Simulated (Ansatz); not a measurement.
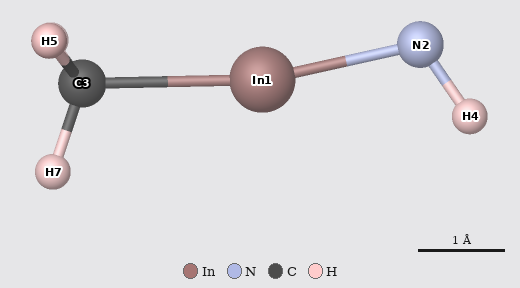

CH₄InN, before the relaxation. A ball-and-stick model, seen face on.

It is one of the separated products of a reaction.

Theory: Ansatz, RKS PBE0-D4/def2-TZVP.

Input
```yaml
crystal:
  periodic: [false, false, false]
  atoms:
    - {symbol: In, position_ang: [-1.023532, 0.648056, -0.838195]}
    - {symbol: N, position_ang: [-1.944740, -0.905034, -1.412339]}
    - {symbol: C, position_ang: [0.242078, 2.108782, 0.010631]}
    - {symbol: H, position_ang: [-2.722376, -0.679672, -2.035594]}
    - {symbol: H, position_ang: [0.160431, 2.080985, 1.097518]}
    - {symbol: H, position_ang: [1.274749, 1.913890, -0.279864]}
    - {symbol: H, position_ang: [-0.048916, 3.097479, -0.345026]}
basis:
  gaussian: {orbitals: def2-TZVP}
hamiltonian: {xc: pbe0, dispersion: d4}
relax: {f_tol: 0.005, max_steps: 200}
```

Run as
```bash
ansatz run in.yaml --threads 8 --pin off --events-out ev --progress --plain --max-ram 19148MiB
```

> Predict the outcome.

The energy falls by 0.17 kJ/mol in 7 geometry steps. The largest force component goes from 0.12 to 0.00078 eV/Å. The largest move after the best rigid fit is that of In1, 0.033 Å. Largest moves by element: In 0.033 Å, H 0.022 Å, N 0.012 Å, C 0.002 Å. Near-neighbour distances that change, for instance: In1–N2 1.895 → 1.891 Å. Bond angles that change, for instance: N2–In1–C3 168.7° → 166.6°. The run took 6.5 s on 8 threads of Arm Neoverse V2 (shared host).

Final geometry:

```xyz
7

In   -1.0407    0.6723   -0.8537
N    -1.9369   -0.8971   -1.4089
C     0.2433    2.1076    0.0117
H    -2.7224   -0.7018   -2.0319
H     0.1595    2.0754    1.0983
H     1.2746    1.9075   -0.2799
H    -0.0397    3.1007   -0.3386
```
